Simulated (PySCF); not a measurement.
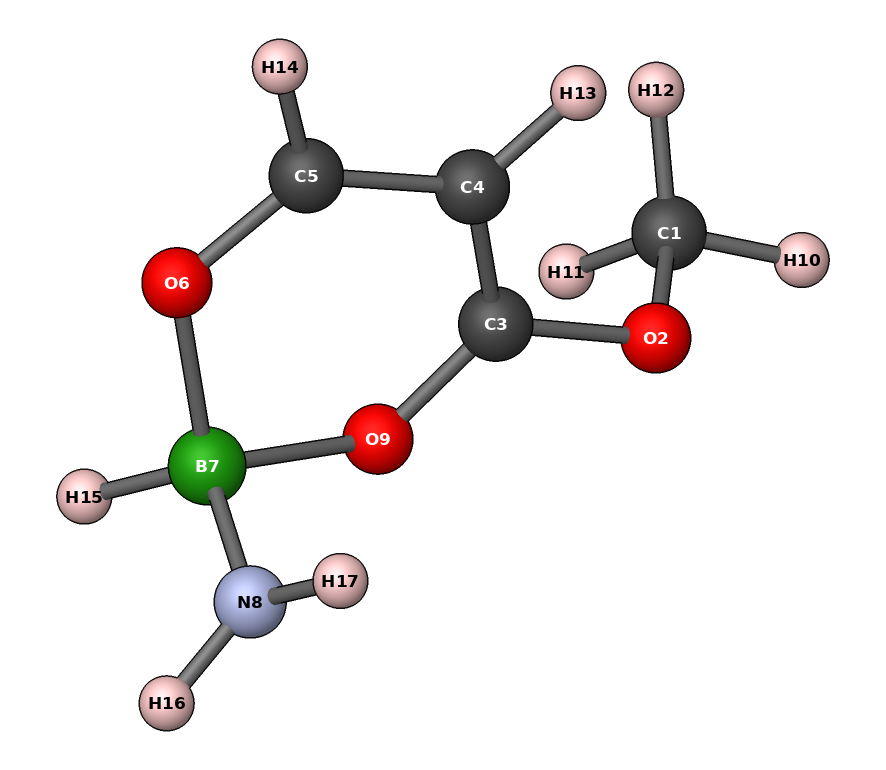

The questions are on isotropic NMR shieldings of the O atoms. Geometry: an image of a reaction path computed with GFN2-xTB, not a minimum. Properties computed with GIAO PBE0/pcSseg-1 NMR shielding, non-relativistic, gas phase (PySCF 2.14.0).

List the isotropic NMR shieldings of the O atoms.

```json
{"atom": "O2", "σ (ppm)": "206.2"}
{"atom": "O6", "σ (ppm)": "28.8"}
{"atom": "O9", "σ (ppm)": "36.6"}
```
